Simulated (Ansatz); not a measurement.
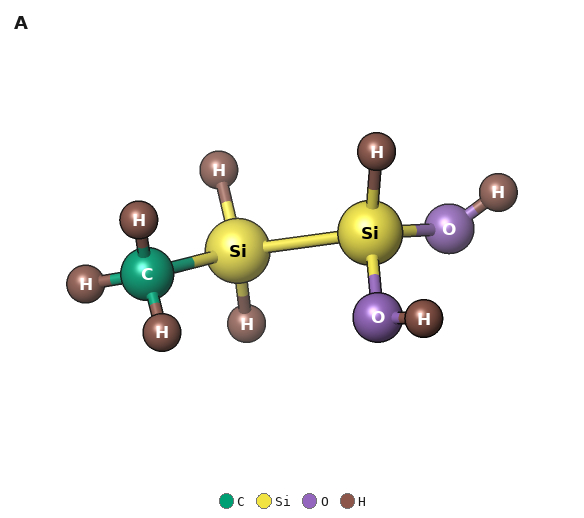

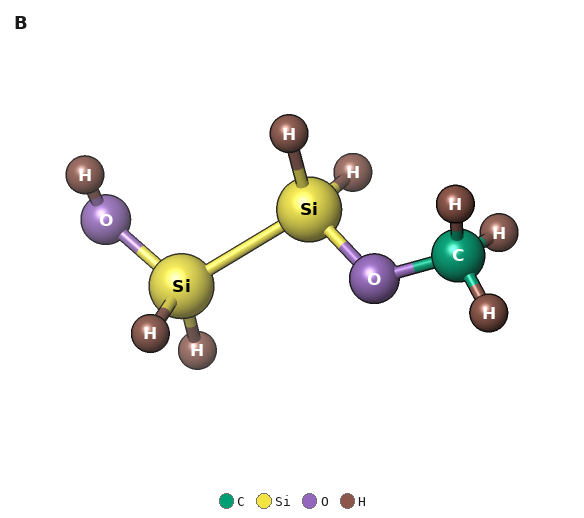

2 stationary structures of one formula. Geometries: PBE0-D4/def2-TZVP. Electronic energies: PBE0-D4/def2-TZVPP (Ansatz 0.2.0), without zero-point energy. No frequency run is at hand to confirm each as a minimum. Each is one conformer, not always the lowest.

Rank them by energy, lowest first.

A is lowest; B lies 29.4 kcal/mol above it. A is `C[SiH2][SiH](O)O`, B is `CO[SiH2][SiH2]O`.

Give E(B) − E(A) in kcal/mol at these levels too: ωB97X-V/def2-TZVPP; RHF-MP2 (frozen core)/def2-QZVPP; PBE-D4/def2-TZVPP; RHF-CCSD(T) (frozen core)/def2-TZVPP; CCSD(T)/CBS (MP2 limit from def2-TZVPP and def2-QZVPP plus CCSD(T) − MP2); PBE0-D4/def2-TZVP; r2SCAN-D4/def2-TZVPP; B2PLYP (frozen core)/def2-TZVPP.

| level | E(B) − E(A) (kcal/mol) |
| --- | --- |
| ωB97X-V/def2-TZVPP | +27.9 |
| RHF-MP2 (frozen core)/def2-QZVPP | +30.9 |
| PBE-D4/def2-TZVPP | +29.0 |
| RHF-CCSD(T) (frozen core)/def2-TZVPP | +28.9 |
| CCSD(T)/CBS (MP2 limit from def2-TZVPP and def2-QZVPP plus CCSD(T) − MP2) | +29.6 |
| PBE0-D4/def2-TZVP | +28.4 |
| r2SCAN-D4/def2-TZVPP | +29.6 |
| B2PLYP (frozen core)/def2-TZVPP | +28.1 |
